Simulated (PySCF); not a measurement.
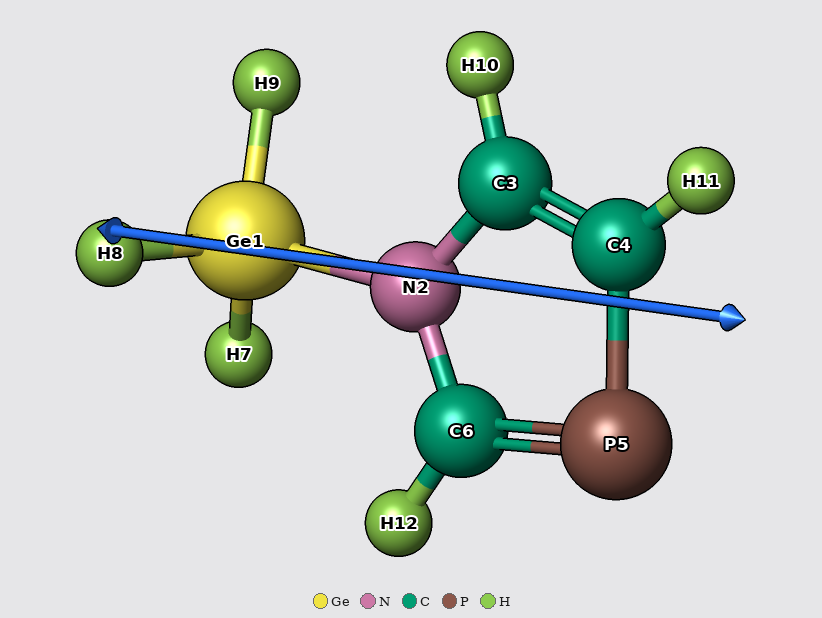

The double arrow shows the direction of the transition dipole to excited singlet state 4 (its length means nothing). The computed structure is the end point of a GFN2-xTB optimisation. No frequency run is at hand to confirm it as a minimum. Level of theory: TDDFT PBE0/def2-SVPD, vertical, gas phase, core orbitals frozen in the response (PySCF 2.14.0).

> How is the transition polarised?

Nearly parallel to the P5–C6 bond.

> Give its energy, strength and character.

5.68 eV (218 nm), oscillator strength 0.036, of mixed character, with the largest part HOMO → LUMO+2 (weight 0.42); transition dipole 1.28 D.

The geometry is semi-empirical. Around Ge, P such bond lengths and angles can be off by a tenth of an ångström or more and by several degrees, and values that hang on the shape move with them.
